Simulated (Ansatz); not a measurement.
# AlBrH4Si: one species, many methods

How much do the methods differ for AlBrH4Si? The plan is to run it at one geometry with functionals of several rungs and with coupled cluster, and see how far each lands from CCSD(T) at the basis-set limit for the atomisation energy.

Computed with Ansatz 0.2.0, Gaussian basis. Level: functionals in def2-TZVPP, the program's frozen cores in correlated methods.

Plan: LDA (SPW92), PBE-D4, revPBE-D4, BLYP-D4, r2SCAN-D4, B97M-V, PBE0-D4, B3LYP-D4, r2SCANh-D4, r2SCAN0-D4, HSE06-D4, BHLYP-D4, CAM-B3LYP-D4, LC-ωPBE, ωB97X-V, ωB97M-V, B2PLYP, PBE-QIDH; CCSD(T)/def2-SVP; CCSD(T)/def2-TZVPP; MP2/def2-QZVPP; extrapolation to the limit; RPA on PBE.

### 1 The geometry

An earlier PBE0-D4 in a triple-zeta def2 set relaxation fixed the geometry.

SMILES `[SiH3][AlH][Br]`, 7 atoms, charge 0, spin multiplicity 1.

Atoms are counted from 1 here; the program's logs count them from 0.

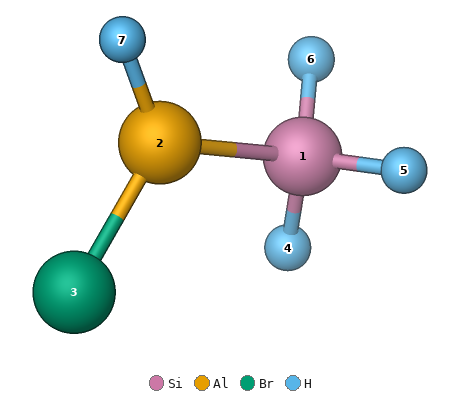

The geometry (silicon pink, aluminium amber, bromine teal, hydrogen blue); atoms are numbered from 1 in the order of the file.

### 2 LDA

This LDA is Slater exchange with PW92 correlation.

in.yaml

```yaml
crystal:
  periodic: [false, false, false]
  atoms:
    - {symbol: Si, position_ang: [-0.907094, 0.501794, -0.366851]}
    - {symbol: Al, position_ang: [1.146736, -0.444681, 0.565246]}
    - {symbol: Br, position_ang: [1.679818, -2.560728, -0.038194]}
    - {symbol: H, position_ang: [-1.888733, -0.560033, -0.715711]}
    - {symbol: H, position_ang: [-0.582950, 1.261076, -1.608655]}
    - {symbol: H, position_ang: [-1.549266, 1.450930, 0.585248]}
    - {symbol: H, position_ang: [2.162690, 0.283541, 1.533217]}
basis:
  gaussian: {orbitals: def2-TZVPP}
hamiltonian: {xc: lda}
output: {orbitals: {seedname: orbitals}}
```

On the command line:

```
$ ansatz run in.yaml --threads 2 --pin off --events-out ev --progress --plain --max-ram 4352MiB
```

What it wrote:

```text
Functional definition: SPW92
  name "SPW92"
  cite "Dirac, Proc. Camb. Phil. Soc. 26, 376 (1930) doi:10.1017/S0305004100016108"
  cite "Slater, Phys. Rev. 81, 385 (1951) doi:10.1103/PhysRev.81.385"
  cite "Perdew & Wang, Phys. Rev. B 45, 13244 (1992) doi:10.1103/PhysRevB.45.13244"
  exchange = slater_x
  correlation = pw_c
1169 factors; their error is unknown
mean field evaluation 1: about -84427.8999 eV, gradient 2.3e1 eV
mean field evaluation 2: about -84428.5474 eV, gradient 1.9e1 eV
mean field evaluation 4: about -84429.7495 eV, gradient 1.2e0 eV
mean field evaluation 8: about -84429.7527 eV, gradient 1.6e-2 eV
mean field -84429.71125635 eV, -3102.7346601571 hartree, gradient 8.3e-5 eV, S^2 0.000000; 0 other end points of the search recorded, 0 dependent functions left out
reference -84429.71129823 eV, -3102.7346616962 hartree; 33, 33 occupied and 155, 155 virtual orbitals, 1169 factors
Total energy: -84429.71129823 eV, -3102.7346616962 hartree
```

It took 1.2 s on 2 threads of AMD EPYC 7B13, shared host.

Atomisation energy: 2040.4 kJ/mol (free atoms -84408.564 eV, run apart). HOMO -6.69 eV, LUMO -3.04 eV.

### 3 PBE-D4 (GGA)

in.yaml, as its differences from that of step 2:

```diff
@@ -12,3 +12,3 @@
   gaussian: {orbitals: def2-TZVPP}
-hamiltonian: {xc: lda}
-output: {orbitals: {seedname: orbitals}}
+hamiltonian: {xc: pbe, dispersion: d4}
+output: {forces: true, orbitals: {seedname: orbitals}}
```

Same command.

What it wrote (excerpt; [...] marks lines left out):

```text
Functional definition: PBE
  name "PBE"
  cite "Perdew, Burke & Ernzerhof, Phys. Rev. Lett. 77, 3865 (1996) doi:10.1103/PhysRevLett.77.3865"
  parent pbe
[...]
1169 factors; their error is unknown
[...]
mean field -84569.30508023 eV, -3107.8646385645 hartree, gradient 4.4e-5 eV, S^2 0.000000; 0 other end points of the search recorded, 0 dependent functions left out
[...]
reference -84569.30512476 eV, -3107.8646402011 hartree; 33, 33 occupied and 155, 155 virtual orbitals, 1169 factors
Total energy: -84569.44581632 eV, -3107.8698105207 hartree
Atom 0 at    -0.907094     0.501794    -0.366851 Å, force     0.095397    -0.056434     0.059169 eV/Å
Atom 1 at     1.146736    -0.444681     0.565246 Å, force    -0.077559     0.106713    -0.002417 eV/Å
Atom 2 at     1.679818    -2.560728    -0.038194 Å, force     0.048567    -0.186153    -0.053202 eV/Å
Atom 3 at    -1.888733    -0.560033    -0.715711 Å, force    -0.104197    -0.100631    -0.041110 eV/Å
Atom 4 at    -0.582950     1.261076    -1.608655 Å, force     0.025441     0.079239    -0.128177 eV/Å
Atom 5 at    -1.549266     1.450930     0.585248 Å, force    -0.069580     0.100796     0.088130 eV/Å
Atom 6 at     2.162690     0.283541     1.533217 Å, force     0.081931     0.056470     0.077607 eV/Å
Dipole moment:    -0.079464     0.211447     0.054630 e Å
```

Run time: 2.3 s. Hardware: 2 threads of AMD EPYC 7B13, shared host.

With the free atoms at this level, -84550.395 eV in sum, the atomisation energy is 1838.1 kJ/mol. HOMO -6.60 eV, LUMO -2.83 eV.

### 4 revPBE-D4 (GGA)

in.yaml, as its differences from that of step 3:

```diff
@@ -12,3 +12,3 @@
   gaussian: {orbitals: def2-TZVPP}
-hamiltonian: {xc: pbe, dispersion: d4}
-output: {forces: true, orbitals: {seedname: orbitals}}
+hamiltonian: {xc: {name: revPBE}, dispersion: d4}
+output: {orbitals: {seedname: orbitals}}
```

Launched as before.

What it wrote:

```text
Functional definition: revPBE
  name "revPBE"
  cite "Zhang & Yang, Phys. Rev. Lett. 80, 890 (1998) doi:10.1103/PhysRevLett.80.890"
  cite "Perdew, Burke & Ernzerhof, Phys. Rev. Lett. 77, 3865 (1996) doi:10.1103/PhysRevLett.77.3865"
  parameter kappa = 1.245
  parameter beta = 0.06672455060314922
  exchange = pbe_x(kappa = kappa, mu = beta*pi^2/3)
  correlation = pbe_c(beta = beta)
1169 factors; their error is unknown
mean field evaluation 1: about -84577.2279 eV, gradient 2.1e1 eV
mean field evaluation 2: about -84577.9524 eV, gradient 1.6e1 eV
mean field evaluation 4: about -84578.8449 eV, gradient 1.2e0 eV
mean field evaluation 8: about -84578.8480 eV, gradient 1.3e-2 eV
mean field evaluation 16: about -84578.8063 eV, gradient 2.3e-5 eV
mean field -84578.80625400 eV, -3108.2138002606 hartree, gradient 2.3e-5 eV, S^2 0.000000; 0 other end points of the search recorded, 0 dependent functions left out
reference -84578.80630947 eV, -3108.2138022991 hartree; 33, 33 occupied and 155, 155 virtual orbitals, 1169 factors
Total energy: -84579.14278537 eV, -3108.2261675602 hartree
```

Wall time 2.1 s (2 threads of AMD EPYC 7B13, shared host).

With the free atoms at this level, -84560.370 eV in sum, the atomisation energy is 1811.3 kJ/mol. HOMO -6.57 eV, LUMO -2.73 eV.

### 5 BLYP-D4 (GGA)

in.yaml, as its differences from that of step 4:

```diff
@@ -12,3 +12,3 @@
   gaussian: {orbitals: def2-TZVPP}
-hamiltonian: {xc: {name: revPBE}, dispersion: d4}
+hamiltonian: {xc: {name: BLYP}, dispersion: d4}
 output: {orbitals: {seedname: orbitals}}
```

The command is unchanged.

What it wrote:

```text
Functional definition: BLYP
  name "BLYP"
  cite "Becke, Phys. Rev. A 38, 3098 (1988) doi:10.1103/PhysRevA.38.3098"
  cite "Lee, Yang & Parr, Phys. Rev. B 37, 785 (1988) doi:10.1103/PhysRevB.37.785"
  parameter beta = 0.0042
  parameter a = 0.04918
  parameter b = 0.132
  parameter c = 0.2533
  parameter d = 0.349
  exchange = b88_x(beta = beta)
  correlation = lyp_c(a = a, b = b, c = c, d = d)
1169 factors; their error is unknown
mean field evaluation 1: about -84586.4419 eV, gradient 2.3e1 eV
mean field evaluation 2: about -84587.1755 eV, gradient 1.9e1 eV
mean field evaluation 4: about -84588.4202 eV, gradient 1.4e0 eV
mean field evaluation 8: about -84588.4255 eV, gradient 1.6e-2 eV
mean field evaluation 16: about -84588.3836 eV, gradient 2.1e-5 eV
mean field -84588.38362340 eV, -3108.5657620941 hartree, gradient 2.1e-5 eV, S^2 0.000000; 0 other end points of the search recorded, 0 dependent functions left out
reference -84588.38399737 eV, -3108.5657758373 hartree; 33, 33 occupied and 155, 155 virtual orbitals, 1169 factors
Total energy: -84588.67887403 eV, -3108.5766123547 hartree
```

Wall time 2.1 s (2 threads of AMD EPYC 7B13, shared host).

Atomisation energy: 1825.7 kJ/mol (free atoms -84569.757 eV, run apart). HOMO -6.46 eV, LUMO -2.67 eV.

### 6 r2SCAN-D4 (meta-GGA)

in.yaml, as its differences from that of step 5:

```diff
@@ -12,3 +12,3 @@
   gaussian: {orbitals: def2-TZVPP}
-hamiltonian: {xc: {name: BLYP}, dispersion: d4}
-output: {orbitals: {seedname: orbitals}}
+hamiltonian: {xc: r2scan, dispersion: d4}
+output: {forces: true, orbitals: {seedname: orbitals}}
```

The command is unchanged.

What it wrote (excerpt; [...] marks lines left out):

```text
Functional definition: r2SCAN
  name "r2SCAN"
  cite "Furness, Kaplan, Ning, Perdew & Sun, J. Phys. Chem. Lett. 11, 8208 (2020) doi:10.1021/acs.jpclett.0c02405"
  cite "Furness, Kaplan, Ning, Perdew & Sun, J. Phys. Chem. Lett. 11, 9248 (2020) doi:10.1021/acs.jpclett.0c03077"
  parent r2scan
[...]
1169 factors; their error is unknown
[...]
mean field -84585.99767139 eV, -3108.4780799752 hartree, gradient 9.2e-6 eV, S^2 0.000000; 0 other end points of the search recorded, 0 dependent functions left out
[...]
reference -84585.99768479 eV, -3108.4780804675 hartree; 33, 33 occupied and 155, 155 virtual orbitals, 1169 factors
Total energy: -84586.03022935 eV, -3108.4792764579 hartree
Atom 0 at    -0.907094     0.501794    -0.366851 Å, force     0.006538    -0.001035     0.021568 eV/Å
Atom 1 at     1.146736    -0.444681     0.565246 Å, force     0.013831     0.020872     0.016351 eV/Å
Atom 2 at     1.679818    -2.560728    -0.038194 Å, force     0.009340    -0.017208    -0.003503 eV/Å
Atom 3 at    -1.888733    -0.560033    -0.715711 Å, force     0.008427     0.025529    -0.001910 eV/Å
Atom 4 at    -0.582950     1.261076    -1.608655 Å, force    -0.016757    -0.008080     0.013894 eV/Å
Atom 5 at    -1.549266     1.450930     0.585248 Å, force    -0.000054    -0.008675    -0.028232 eV/Å
Atom 6 at     2.162690     0.283541     1.533217 Å, force    -0.021326    -0.011404    -0.018167 eV/Å
Dipole moment:    -0.083464     0.225762     0.059385 e Å
```

Run time: 4.2 s. Hardware: 2 threads of AMD EPYC 7B13, shared host; peak memory 0.25 GiB.

Atomisation energy: 1877.5 kJ/mol (free atoms -84566.571 eV, run apart). HOMO -6.87 eV, LUMO -2.61 eV.

### 7 B97M-V (meta-GGA)

in.yaml, as its differences from that of step 6:

```diff
@@ -12,3 +12,3 @@
   gaussian: {orbitals: def2-TZVPP}
-hamiltonian: {xc: r2scan, dispersion: d4}
-output: {forces: true, orbitals: {seedname: orbitals}}
+hamiltonian: {xc: {name: B97M-V}}
+output: {orbitals: {seedname: orbitals}}
```

The command is unchanged.

What it wrote (excerpt; [...] marks lines left out):

```text
Functional definition: B97M-V
  name "B97M-V"
  cite "Mardirossian & Head-Gordon, J. Chem. Phys. 142, 074111 (2015) doi:10.1063/1.4907719"
  cite "Becke, J. Chem. Phys. 107, 8554 (1997) doi:10.1063/1.475007"
  cite "Vydrov & Van Voorhis, J. Chem. Phys. 133, 244103 (2010) doi:10.1063/1.3521275"
  # Of w^i u^j: cxij and so on, Table III.
[...]
  gx(w, u) = cx00 + cx01*u + cx02*u^2 + (cx10 + cx11*u)*w
  gss(w, u) = css00 + css02*u^2 + css10*w + (css32*w^3 + css42*w^4)*u^2
  gos(w, u) = cos00 + cos01*u + cos03*u^3 + cos10*w + cos32*w^3*u^2
[...]
      + integral(e_c_pw_mod_opposite_spin*gos(b97_w_opposite, b97_u_opposite)) + vv10(b, c)
1169 factors; their error is unknown
[...]
mean field -84571.82386271 eV, -3107.9572021136 hartree, gradient 2.3e-5 eV, S^2 0.000000; 0 other end points of the search recorded, 0 dependent functions left out
reference -84571.82392939 eV, -3107.9572045640 hartree; 33, 33 occupied and 155, 155 virtual orbitals, 1169 factors
Total energy: -84571.82392939 eV, -3107.9572045640 hartree
```

Wall time 7.5 s (2 threads of AMD EPYC 7B13, shared host); peak memory 0.31 GiB.

Atomisation energy: 1892.3 kJ/mol (free atoms -84552.212 eV, run apart). HOMO -6.95 eV, LUMO -2.77 eV.

### 8 PBE0-D4 (hybrid)

in.yaml, as its differences from that of step 7:

```diff
@@ -12,3 +12,3 @@
   gaussian: {orbitals: def2-TZVPP}
-hamiltonian: {xc: {name: B97M-V}}
+hamiltonian: {xc: pbe0, dispersion: d4}
 output: {orbitals: {seedname: orbitals}}
```

Same command.

What it wrote:

```text
Functional definition: PBE0
  name "PBE0"
  cite "Adamo & Barone, J. Chem. Phys. 110, 6158 (1999) doi:10.1063/1.478522"
  cite "Perdew, Burke & Ernzerhof, Phys. Rev. Lett. 77, 3865 (1996) doi:10.1103/PhysRevLett.77.3865"
  parent pbe
  parameter a = 0.25
  parameter kappa = 0.804
  parameter beta = 0.06672455060314922
  exchange = (1 - a)*pbe_x(kappa = kappa, mu = beta*pi^2/3) + a*exact_x
  correlation = pbe_c(beta = beta)
1240 factors; their error is unknown
mean field evaluation 1: about -84572.1251 eV, gradient 1.5e1 eV
mean field evaluation 2: about -84572.5827 eV, gradient 9.7e0 eV
mean field evaluation 4: about -84572.8444 eV, gradient 6.4e-1 eV
mean field evaluation 8: about -84573.3032 eV, gradient 4.0e-1 eV
mean field evaluation 16: about -84573.3033 eV, gradient 2.3e-5 eV
mean field -84573.30333605 eV, -3108.0115717560 hartree, gradient 2.3e-5 eV, S^2 0.000000; 0 other end points of the search recorded, 0 dependent functions left out
reference -84573.30336960 eV, -3108.0115729888 hartree; 33, 33 occupied and 155, 155 virtual orbitals, 1240 factors
Total energy: -84573.42499847 eV, -3108.0160427675 hartree
```

Wall time 2.9 s (2 threads of AMD EPYC 7B13, shared host); peak memory 0.48 GiB.

Atomisation energy: 1841.9 kJ/mol (free atoms -84554.335 eV, run apart). HOMO -7.71 eV, LUMO -2.09 eV.

### 9 B3LYP-D4 (hybrid)

B3LYP here takes the VWN-RPA correlation.

in.yaml, as its differences from that of step 8:

```diff
@@ -12,3 +12,3 @@
   gaussian: {orbitals: def2-TZVPP}
-hamiltonian: {xc: pbe0, dispersion: d4}
-output: {orbitals: {seedname: orbitals}}
+hamiltonian: {xc: {name: B3LYP}, dispersion: d4}
+output: {forces: true, orbitals: {seedname: orbitals}}
```

Launched as before.

What it wrote (excerpt; [...] marks lines left out):

```text
Functional definition: B3LYP
  name "B3LYP"
  cite "Stephens, Devlin, Chabalowski & Frisch, J. Phys. Chem. 98, 11623 (1994) doi:10.1021/j100096a001"
  cite "Becke, Phys. Rev. A 38, 3098 (1988) doi:10.1103/PhysRevA.38.3098"
  cite "Lee, Yang & Parr, Phys. Rev. B 37, 785 (1988) doi:10.1103/PhysRevB.37.785"
  cite "Vosko, Wilk & Nusair, Can. J. Phys. 58, 1200 (1980) doi:10.1139/p80-159"
[...]
1233 factors; their error is unknown
[...]
mean field -84590.05752003 eV, -3108.6272766608 hartree, gradient 4.2e-5 eV, S^2 0.000000; 0 other end points of the search recorded, 0 dependent functions left out
[...]
reference -84590.05779995 eV, -3108.6272869475 hartree; 33, 33 occupied and 155, 155 virtual orbitals, 1233 factors
Total energy: -84590.28832265 eV, -3108.6357585005 hartree
Atom 0 at    -0.907094     0.501794    -0.366851 Å, force    -0.076285     0.043812    -0.031986 eV/Å
Atom 1 at     1.146736    -0.444681     0.565246 Å, force     0.046796     0.158686     0.103707 eV/Å
Atom 2 at     1.679818    -2.560728    -0.038194 Å, force     0.038577    -0.138006    -0.038652 eV/Å
Atom 3 at    -1.888733    -0.560033    -0.715711 Å, force     0.053384     0.067078     0.019010 eV/Å
Atom 4 at    -0.582950     1.261076    -1.608655 Å, force    -0.026631    -0.040752     0.065293 eV/Å
Atom 5 at    -1.549266     1.450930     0.585248 Å, force     0.028603    -0.051405    -0.059356 eV/Å
Atom 6 at     2.162690     0.283541     1.533217 Å, force    -0.064444    -0.039412    -0.058016 eV/Å
Dipole moment:    -0.080881     0.233423     0.066308 e Å
```

Wall time 4.9 s (2 threads of AMD EPYC 7B13, shared host); peak memory 0.49 GiB.

With the free atoms at this level, -84571.064 eV in sum, the atomisation energy is 1854.9 kJ/mol. HOMO -7.51 eV, LUMO -2.26 eV.

### 10 r2SCANh-D4 (hybrid)

in.yaml, as its differences from that of step 9:

```diff
@@ -12,3 +12,3 @@
   gaussian: {orbitals: def2-TZVPP}
-hamiltonian: {xc: {name: B3LYP}, dispersion: d4}
-output: {forces: true, orbitals: {seedname: orbitals}}
+hamiltonian: {xc: {name: r2SCANh}, dispersion: d4}
+output: {orbitals: {seedname: orbitals}}
```

Same command.

What it wrote (excerpt; [...] marks lines left out):

```text
Functional definition: r2SCANh
  name "r2SCANh"
  cite "Bursch, Neugebauer, Ehlert & Grimme, J. Chem. Phys. 156, 134105 (2022) doi:10.1063/5.0086040"
  cite "Furness, Kaplan, Ning, Perdew & Sun, J. Phys. Chem. Lett. 11, 8208 (2020) doi:10.1021/acs.jpclett.0c02405"
  cite "Furness, Kaplan, Ning, Perdew & Sun, J. Phys. Chem. Lett. 11, 9248 (2020) doi:10.1021/acs.jpclett.0c03077"
  parent r2scan
[...]
1184 factors; their error is unknown
[...]
mean field -84585.90312615 eV, -3108.4746055015 hartree, gradient 2.7e-5 eV, S^2 0.000000; 0 other end points of the search recorded, 0 dependent functions left out
reference -84585.90313847 eV, -3108.4746059544 hartree; 33, 33 occupied and 155, 155 virtual orbitals, 1184 factors
Total energy: -84585.93919051 eV, -3108.4759308424 hartree
```

Run time: 5.5 s. Hardware: 2 threads of AMD EPYC 7B13, shared host; peak memory 0.49 GiB.

Atomisation energy: 1872.1 kJ/mol (free atoms -84566.536 eV, run apart). HOMO -7.28 eV, LUMO -2.35 eV.

### 11 r2SCAN0-D4 (hybrid)

in.yaml, as its differences from that of step 10:

```diff
@@ -12,3 +12,3 @@
   gaussian: {orbitals: def2-TZVPP}
-hamiltonian: {xc: {name: r2SCANh}, dispersion: d4}
+hamiltonian: {xc: {name: r2SCAN0}, dispersion: d4}
 output: {orbitals: {seedname: orbitals}}
```

Same command.

What it wrote (excerpt; [...] marks lines left out):

```text
Functional definition: r2SCAN0
  name "r2SCAN0"
  cite "Bursch, Neugebauer, Ehlert & Grimme, J. Chem. Phys. 156, 134105 (2022) doi:10.1063/5.0086040"
  cite "Furness, Kaplan, Ning, Perdew & Sun, J. Phys. Chem. Lett. 11, 8208 (2020) doi:10.1021/acs.jpclett.0c02405"
  cite "Furness, Kaplan, Ning, Perdew & Sun, J. Phys. Chem. Lett. 11, 9248 (2020) doi:10.1021/acs.jpclett.0c03077"
  parent r2scan
[...]
1240 factors; their error is unknown
[...]
mean field -84585.78624013 eV, -3108.4703100196 hartree, gradient 2.7e-5 eV, S^2 0.000000; 0 other end points of the search recorded, 0 dependent functions left out
reference -84585.78625084 eV, -3108.4703104132 hartree; 33, 33 occupied and 155, 155 virtual orbitals, 1240 factors
Total energy: -84585.82673247 eV, -3108.4717980855 hartree
```

Run time: 5.5 s. Hardware: 2 threads of AMD EPYC 7B13, shared host; peak memory 0.5 GiB.

With the free atoms at this level, -84566.498 eV in sum, the atomisation energy is 1864.9 kJ/mol. HOMO -7.88 eV, LUMO -1.97 eV.

### 12 HSE06-D4 (hybrid)

HSE06 is the plane-wave form, built on full-range PBE exchange.

in.yaml, as its differences from that of step 11:

```diff
@@ -12,3 +12,3 @@
   gaussian: {orbitals: def2-TZVPP}
-hamiltonian: {xc: {name: r2SCAN0}, dispersion: d4}
+hamiltonian: {xc: hse06, dispersion: d4}
 output: {orbitals: {seedname: orbitals}}
```

Launched as before.

What it wrote (excerpt; [...] marks lines left out):

```text
Functional definition: HSE06
  name "HSE06"
  cite "Heyd, Scuseria & Ernzerhof, J. Chem. Phys. 118, 8207 (2003) doi:10.1063/1.1564060"
  cite "Krukau, Vydrov, Izmaylov & Scuseria, J. Chem. Phys. 125, 224106 (2006) doi:10.1063/1.2404663"
  cite "Heyd & Scuseria, J. Chem. Phys. 120, 7274 (2004) doi:10.1063/1.1668634"
  cite "Ernzerhof & Perdew, J. Chem. Phys. 109, 3313 (1998) doi:10.1063/1.476928"
  cite "Perdew, Burke & Ernzerhof, Phys. Rev. Lett. 77, 3865 (1996) doi:10.1103/PhysRevLett.77.3865"
  parent pbe
[...]
  # The whole range is PBE's own exchange, as in plane waves. The composition of these papers is wPBEh.
[...]
1240 factors; their error is unknown
99 factors; integrals over basis functions are off by at most 9.9e-7 eV
[...]
mean field -84573.06572299 eV, -3108.0028396369 hartree, gradient 3.5e-5 eV, S^2 0.000000; 0 other end points of the search recorded, 0 dependent functions left out
reference -84573.06576767 eV, -3108.0028412790 hartree; 33, 33 occupied and 155, 155 virtual orbitals, 1240 factors
Total energy: -84573.18187228 eV, -3108.0071080445 hartree
```

It took 3.9 s on 2 threads of AMD EPYC 7B13, shared host; peak memory 0.5 GiB.

With the free atoms at this level, -84554.085 eV in sum, the atomisation energy is 1842.6 kJ/mol. HOMO -7.32 eV, LUMO -2.46 eV.

### 13 BHLYP-D4 (hybrid)

in.yaml, as its differences from that of step 12:

```diff
@@ -12,3 +12,3 @@
   gaussian: {orbitals: def2-TZVPP}
-hamiltonian: {xc: hse06, dispersion: d4}
+hamiltonian: {xc: {name: BHLYP}, dispersion: d4}
 output: {orbitals: {seedname: orbitals}}
```

Launched as before.

What it wrote:

```text
Functional definition: BHLYP
  name "BHLYP"
  cite "Becke, J. Chem. Phys. 98, 1372 (1993) doi:10.1063/1.464304"
  cite "Becke, Phys. Rev. A 38, 3098 (1988) doi:10.1103/PhysRevA.38.3098"
  cite "Lee, Yang & Parr, Phys. Rev. B 37, 785 (1988) doi:10.1103/PhysRevB.37.785"
  parameter a = 0.5
  exchange = (1 - a)*b88_x + a*exact_x
  correlation = lyp_c
1306 factors; their error is unknown
mean field evaluation 1: about -84586.2287 eV, gradient 1.3e1 eV
mean field evaluation 2: about -84586.6755 eV, gradient 8.1e0 eV
mean field evaluation 4: about -84586.8339 eV, gradient 4.5e-1 eV
mean field evaluation 8: about -84587.7929 eV, gradient 7.6e-1 eV
mean field evaluation 16: about -84587.7933 eV, gradient 5.9e-5 eV
mean field -84587.79328743 eV, -3108.5440676476 hartree, gradient 5.9e-5 eV, S^2 0.000000; 0 other end points of the search recorded, 0 dependent functions left out
reference -84587.79347758 eV, -3108.5440746355 hartree; 33, 33 occupied and 155, 155 virtual orbitals, 1306 factors
Total energy: -84588.00743787 eV, -3108.5519375311 hartree
```

Run time: 3.3 s. Hardware: 2 threads of AMD EPYC 7B13, shared host; peak memory 0.49 GiB.

With the free atoms at this level, -84568.862 eV in sum, the atomisation energy is 1847.2 kJ/mol. HOMO -8.71 eV, LUMO -1.28 eV.

[end of part 1 of 2]
